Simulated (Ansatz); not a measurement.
**CaAs2Pd2 (I4/mmm): Migdal–Eliashberg transition temperature**

Wanted: λ, ω_log and Tc of CaAs2Pd2 (I4/mmm). The cell shown first is a relaxed one, from steps not shown here.

Main program and level: Ansatz 0.2.0; DFT PBEsol, scalar-relativistic, plane waves, PAW.

The experiments to compare with:

“Superconducting and Normal State Properties of APd2As2 (A = Ca, Sr, Ba) Single Crystals” (2013, arxiv:1304.7148) reports for CaPd2As2, by relaxation calorimetry (PdAs flux-grown single crystal): superconducting transition temperature (bulk Tc from heat capacity jump) 1.27 ± 0.03 K.

Report form: the programs' logs are mostly left out.

**1. The cell after earlier relaxation steps**

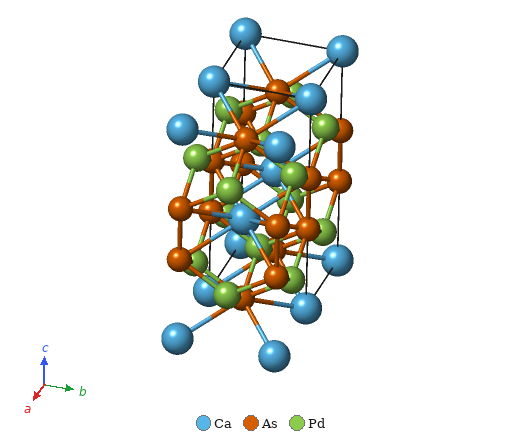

Start, viewed slightly off an axis; calcium blue, arsenic orange, palladium green. 2×1×1 cells are drawn. This picture shows the conventional cell, with its axes. Some periodic images of atoms are drawn too.

As a file:

```cif
data_structure
_symmetry_space_group_name_H-M 'P 1'
_symmetry_Int_Tables_number 1
_cell_length_a 5.8983
_cell_length_b 5.8983
_cell_length_c 5.8983
_cell_angle_alpha 137.482
_cell_angle_beta 137.482
_cell_angle_gamma 61.697
_cell_volume 92.64
loop_
_atom_site_label
_atom_site_type_symbol
_atom_site_fract_x
_atom_site_fract_y
_atom_site_fract_z
_atom_site_occupancy
Ca1 Ca 0.00000 0.00000 0.00000 1
As2 As 0.37895 0.37895 0.00000 1
As3 As 0.62105 0.62105 0.00000 1
Pd4 Pd 0.75000 0.25000 0.50000 1
Pd5 Pd 0.25000 0.75000 0.50000 1
```

**2. Coupling and resistivity: q 3×3×3, k 9×9×9, scattering 16×16×16**

The run that gives the couplings also evaluates McMillan's and Allen and Dynes's formulas and, where asked, the Eliashberg equations, over a range of μ*.

Contents of input.yaml:

```yaml
crystal:
  lattice:
    - [-2.1386245513, 2.1386245513, 5.063853775]
    - [2.1386245513, -2.1386245513, 5.063853775]
    - [2.1386245513, 2.1386245513, -5.063853775]
  atoms:
    - { symbol: Ca, position: [0.0, 0.0, 0.0] }
    - { symbol: As, position: [0.3789511563, 0.3789511563, 0.0] }
    - { symbol: As, position: [0.6210488437, 0.6210488437, 0.0] }
    - { symbol: Pd, position: [0.75, 0.25, 0.5] }
    - { symbol: Pd, position: [0.25, 0.75, 0.5] }
kpoints:
  mp_grid: { grid: [9, 9, 9] }
hamiltonian:
  xc: pbesol
scf:
  occupations: { method: methfessel_paxton, width: 0.2 }
output:
  eigenvalues: true
phonons:
  method: dfpt
  qmesh: [3, 3, 3]
  temperatures: { t_max: 1000, t_step: 50 }
  qpath:
    path:
      - [0.0, 0.0, 0.0]
      - [0.0, 0.0, 0.5]
      - [0.25, 0.25, 0.25]
      - [0.0, 0.5, 0.0]
      - [0.0, 0.0, 0.0]
      - [0.5, 0.5, -0.5]
    npoints: 6
  electrical_resistivity:
    mesh: [16, 16, 16]
    temperatures: [20.0, 50.0, 80.0, 100.0, 150.0, 200.0, 273.0, 300.0, 400.0, 500.0, 600.0, 800.0]
  superconductivity: { mesh: [16, 16, 16] }
```

Launch:

```
$ ansatz run input.yaml --threads 16 --pin off --max-ram 61440MiB --backend cuda --events-out ev --progress --plain --runs-dir out
```

The job ended after 88 s (1 × NVIDIA GB200 with 16 threads of Arm Neoverse V2, shared host; peak memory 6.6 GiB; 12 min of CPU time).

This step gave:

```yaml
volume_per_atom: 18.53 Å³/atom
metallic_on_mesh: yes
gap_on_the_k_mesh: 0 eV
zero_point_energy: 0.1235 eV/cell
share_of_imaginary_modes_in_the_plain_interpolation_between_solved_wavevectors: 0
highest_frequency_solved_or_plainly_interpolated: 254 cm⁻¹
debye_temperature_second_moment: 271 K
resistivity_at_300_k: 29.93 μΩ cm, mean of the axes
coupling_constant_lambda: 0.5388
density_of_states_at_the_fermi_level: 0.8951 states/eV a spin and cell
log_mean_phonon_energy_omega_log: 8.943 meV
transport_coupling_constant_lambda_tr: 0.6445, 0.6445, 0.4658 (xx, yy, zz)
drude_plasma_energy: 4.371, 4.371, 5.871 eV (xx, yy, zz)
resistivity_times_mean_free_path: 17.36, 17.36, 10.43 × 10⁻¹⁶ Ω m² (xx, yy, zz)
second_moment_phonon_energy_omega: 12.86 meV
```

Transition temperatures:

```tsv
μ*	McMillan Tc (K)	Allen–Dynes Tc (K)	isotropic Fermi-surface Tc (K)	isotropic full bandwidth Tc (K)	anisotropic Fermi-surface Tc (K)	anisotropic full bandwidth Tc (K)	anisotropic narrow window Tc (K)
0.08	2.13	2.2	1.94	1.94	2.14	2.14	2.14
0.1	1.67	1.72	1.47	1.47	1.68	1.68	1.68
0.12	1.26	1.3	1.09	1.09	1.29	1.29	1.29
0.13	1.08	1.11	0.921	0.921	1.12	1.12	1.12
0.14	0.918	0.939	0.773	0.773	0.967	0.967	0.967
0.16	0.632	0.646	0.527	0.527	0.708	0.708	0.708
0.2	0.241	0.245	0.208	0.208	0.352	0.351	0.351
```

**3. Coupling and resistivity: q 4×4×4, k 12×12×12, scattering 20×20×20**

The next rung changes the q mesh, which sets the reach of the force constants and couplings; the k mesh of the density and its response; the scattering mesh, which samples the Fermi surface.

input.yaml: that of step 2 with these lines changed.

```diff
@@ -12,3 +12,3 @@
 kpoints:
-  mp_grid: { grid: [9, 9, 9] }
+  mp_grid: { grid: [12, 12, 12] }
 hamiltonian:
@@ -21,3 +21,3 @@
   method: dfpt
-  qmesh: [3, 3, 3]
+  qmesh: [4, 4, 4]
   temperatures: { t_max: 1000, t_step: 50 }
@@ -33,4 +33,4 @@
   electrical_resistivity:
-    mesh: [16, 16, 16]
+    mesh: [20, 20, 20]
     temperatures: [20.0, 50.0, 80.0, 100.0, 150.0, 200.0, 273.0, 300.0, 400.0, 500.0, 600.0, 800.0]
-  superconductivity: { mesh: [16, 16, 16] }
+  superconductivity: { mesh: [20, 20, 20] }
```

It took 4.4 min on 1 × NVIDIA GB200 with 16 threads; peak memory 15 GiB; 28 min of CPU time.

Numbers from this step:

| Quantity | Value |
| --- | --- |
| zero-point energy | 0.1242 eV/cell |
| highest frequency, solved or plainly interpolated | 254.2 cm⁻¹ |
| Debye temperature (second moment) | 272 K |
| resistivity at 300 K | 29.74 μΩ cm, mean of the axes |
| coupling constant λ | 0.5347 |
| density of states at the Fermi level | 0.884 states/eV a spin and cell |
| log mean phonon energy ħω_log | 8.939 meV |
| transport coupling constant λ_tr | 0.6396, 0.6396, 0.4586 (xx, yy, zz) |
| Drude plasma energy | 4.362, 4.362, 5.887 eV (xx, yy, zz) |
| resistivity times mean free path | 17.49, 17.49, 10.44 × 10⁻¹⁶ Ω m² (xx, yy, zz) |
| second-moment phonon energy ħω₂ | 12.84 meV |

Transition temperatures:

```tsv
μ*	McMillan Tc (K)	Allen–Dynes Tc (K)	isotropic Fermi-surface Tc (K)	isotropic full bandwidth Tc (K)	anisotropic Fermi-surface Tc (K)	anisotropic full bandwidth Tc (K)	anisotropic narrow window Tc (K)
0.08	2.08	2.14	1.89	1.89	2.1	2.1	2.1
0.1	1.62	1.67	1.43	1.43	1.64	1.64	1.64
0.12	1.22	1.26	1.05	1.05	1.26	1.26	1.26
0.13	1.05	1.07	0.89	0.89	1.09	1.09	1.09
0.14	0.884	0.905	0.745	0.746	0.943	0.944	0.943
0.16	0.605	0.618	0.505	0.506	0.69	0.691	0.69
0.2	0.226	0.23	0.196	0.197	0.342	0.343	0.342
```

The Eliashberg function α²F has structure finer than the step of the table below, so its rows give means over 2 meV, whole bins alone (the curve runs from 0.123 to 31.4 meV). Peaks (meV: height): α²F 6.8: 0.530, 13.4: 0.151, 17.4: 0.174, 20.3: 0.192, 23.1: 0.408, 23.8: 0.458, 30.2: 0.207; α²F tr 6.8: 0.637, 8.3: 0.199, 17.4: 0.202, 20.3: 0.236, 23.1: 0.416, 23.8: 0.513, 30.0: 0.211.

Eliashberg function α²F against phonon energy; means over each step:

```tsv
phonon energy (meV)	α²F	α²F tr
2	0.00149	4.1e-4
4	0.0662	0.0757
6	0.295	0.305
8	0.141	0.163
10	0.0688	0.0800
12	0.114	0.146
14	0.0564	0.0721
16	0.0401	0.0337
18	0.0920	0.0965
20	0.0741	0.0851
22	0.103	0.111
24	0.267	0.269
26	0.00188	0.00112
28	0	0
30	0.104	0.105
```

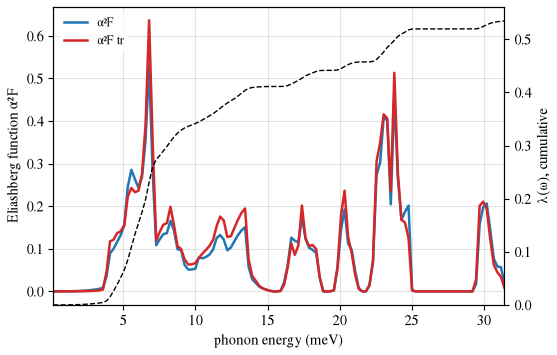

Eliashberg function α²F, plotted against phonon energy. The dashed line is the running λ.

The Eliashberg function α²F has structure finer than the step of the table below, so its rows give means over 2 meV, whole bins alone (the curve runs from 0.123 to 31.4 meV). Peaks (meV: height): α²F 6.8: 0.530, 23.1: 0.408, 23.8: 0.458, 30.2: 0.207; Ca 17.4: 0.149, 23.1: 0.0227; As 6.8: 0.166, 23.1: 0.291, 23.8: 0.365, 30.2: 0.197; Pd 6.8: 0.361, 13.4: 0.134, 20.3: 0.0744, 23.3: 0.0944.

The Eliashberg function α²F by phonon energy; means over each step:

```tsv
phonon energy (meV)	α²F	Ca	As	Pd
2	0.00149	1.3e-4	5.4e-4	8.1e-4
4	0.0662	0.00124	0.0220	0.0430
6	0.295	0.00306	0.0960	0.196
8	0.141	0.00245	0.0387	0.100
10	0.0688	0.00235	0.0104	0.0560
12	0.114	0.00510	0.0120	0.0969
14	0.0564	0.00413	0.00335	0.0490
16	0.0401	0.0351	0.00173	0.00320
18	0.0920	0.0779	0.00765	0.00646
20	0.0741	0.00384	0.0438	0.0264
22	0.103	0.00548	0.0778	0.0199
24	0.267	0.0135	0.196	0.0570
26	0.00188	9.9e-5	0.00120	5.8e-4
28	0	0	0	0
30	0.104	4.6e-4	0.0987	0.00436
```

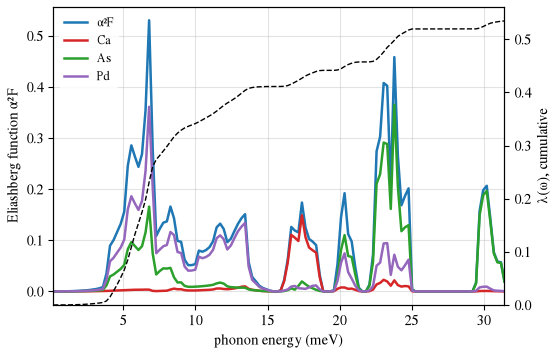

Eliashberg function α²F against phonon energy. The dashed line is the running λ.

Anisotropic full-bandwidth solution, weighted at the Fermi level. Gaps:

```tsv
mu*	T (K)	mean gap (meV)	5 % (meV)	95 % (meV)	mean Z
0.1	0.411	0.234	0.171	0.31	1.53
0.1	0.821	0.222	0.161	0.295	1.53
0.1	1.23	0.178	0.128	0.237	1.53
0.1	1.48	0.119	0.0857	0.16	1.54
0.13	0.273	0.151	0.103	0.209	1.54
0.13	0.547	0.143	0.0963	0.198	1.54
0.13	0.82	0.114	0.0758	0.158	1.54
0.13	0.984	0.0762	0.0505	0.107	1.54
0.16	0.173	0.0919	0.0565	0.133	1.54
0.16	0.345	0.0863	0.0527	0.126	1.54
0.16	0.518	0.0683	0.0411	0.1	1.54
0.16	0.622	0.0457	0.0273	0.0674	1.54
```

The dTc/da2F by phonon energy:

```tsv
phonon energy (meV)	dTc/da2F (K/meV)
2.5	4.13
5.0	2.75
7.5	2.05
10.0	1.62
12.5	1.32
15.0	1.11
17.5	0.954
20.0	0.831
22.5	0.732
25.0	0.652
27.5	0.586
30.0	0.530
```

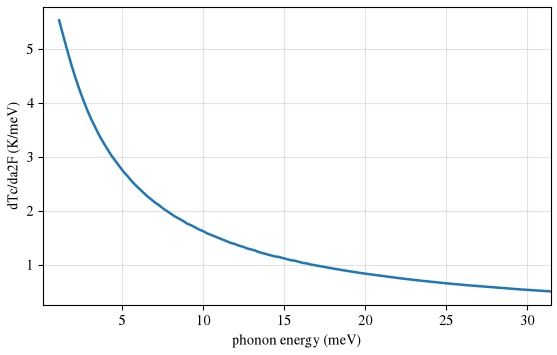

dTc/da2F, plotted against phonon energy.

Share of the Fermi-level states against lambda of a state:

```tsv
lambda of a state	share of the Fermi-level states
0.352	0
0.369	0.0014
0.386	0.0229
0.403	0.0616
0.420	0.0753
0.437	0.0651
0.454	0.0992
0.471	0.0755
0.488	0.0524
0.505	0.078
0.522	0.0545
0.539	0.0244
0.556	0.0401
0.573	0.0262
0.590	0.0238
0.607	0.0204
0.624	0.0313
0.641	0.0255
0.659	0.0419
0.676	0.0432
0.693	0.0649
0.710	0.0574
0.727	0.012
0.744	0.0032
```

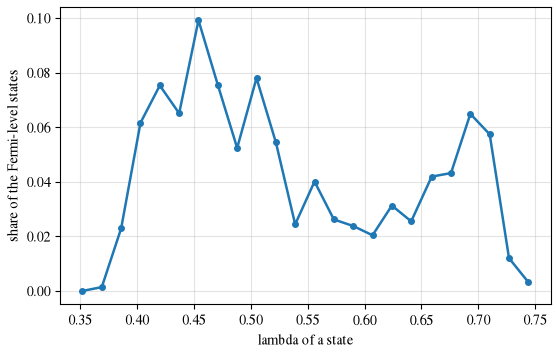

Share of the Fermi-level states against lambda of a state.

**4. Outcome**

| Item | Value |
| --- | --- |
| meshes | q 4×4×4, k 12×12×12, scattering 20×20×20 |
| coupling constant λ | 0.535 |
| log mean phonon energy ħω_log | 8.94 meV |
| Allen–Dynes Tc at μ* = 0.1 | 1.67 K |
| Allen–Dynes Tc at μ* = 0.13 | 1.07 K |
| anisotropic Eliashberg Tc at μ* = 0.1 | 1.64 K |
| anisotropic Eliashberg Tc at μ* = 0.13 | 1.09 K |

In words: In the last run (PBEsol, q 4×4×4, k 12×12×12, scattering 20×20×20), with λ = 0.53 and ħω_log = 8.94 meV, Tc at μ* = 0.13 is 1.1 K by McMillan's formula, 1.1 K by Allen and Dynes's and 1.1 K by the anisotropic Eliashberg equations. Allen and Dynes's formula meets the measured 1.27 K at μ* near 0.12. Raising μ* from 0.10 to 0.16 lowers the Allen–Dynes value from 1.7 to 0.62 K. The mean gap at a quarter of Tc gives 2Δ/k_B Tc = 3.22, against 3.53 in weak-coupling theory. The gap spreads from 0.10 to 0.21 meV over nine tenths of the Fermi surface. By the run's own test λ is not converged in the fine mesh: it moves by 4 % between the two finest, and by up to 7 % in the other runs. The run's transport test calls it not converged in the mesh; ρ(300 K) moves by 11 % in the component that moves most. λ of these runs moves by 4 to 7 % between their two finest meshes, and Tc by more, so small gaps between the runs or to the measured value rank nothing. Over the runs, λ takes the values 0.539 and 0.535, in the order shown. μ* is a typed number, phonons are harmonic, and spin fluctuations are left out; at μ* = 0.13 McMillan's formula turns 1 % in λ into about 4.5 % in Tc.

Computed beside measured:

| quantity | measured | Allen–Dynes, PBEsol, q 3×3×3, fine 16×16×16 | Eliashberg, PBEsol, q 3×3×3, fine 16×16×16 | Allen–Dynes, PBEsol, q 4×4×4, fine 20×20×20 | Eliashberg, PBEsol, q 4×4×4, fine 20×20×20 |
| --- | --- | --- | --- | --- | --- |
| superconducting transition temperature (μ* = 0.13) (kelvin) | 1.27 | 1.11 (-12.6 %) | 1.12 (-11.8 %) | 1.07 (-15.7 %) | 1.09 (-14.2 %) |

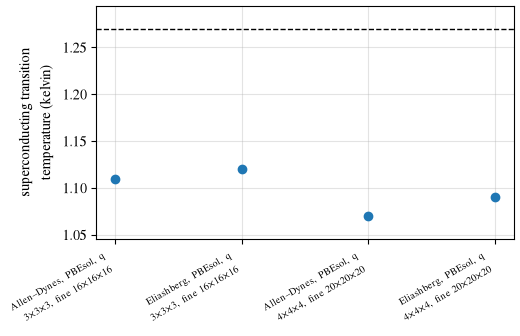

The superconducting transition temperature by level; the dashed line is the measured value.

Measured values from arxiv:1304.7148 (2013).

How well it matches: For the superconducting transition temperature, of the levels listed nearest comes Eliashberg, PBEsol, q 3×3×3, fine 16×16×16 (-11.8 %, fair agreement) and farthest Allen–Dynes, PBEsol, q 4×4×4, fine 20×20×20 (-15.7 %, fair agreement). Limits of convergence are named above.

[Logs are printed without paths, hosts, clocks, repeated set-up lines and the standing remarks that a program may print on its own settings, such as how far it seeks lower states.]

[Hosts, paths, dates, database ids (printed as entryN), source tags and the programs' standing remarks are cut or masked in the printed files.]
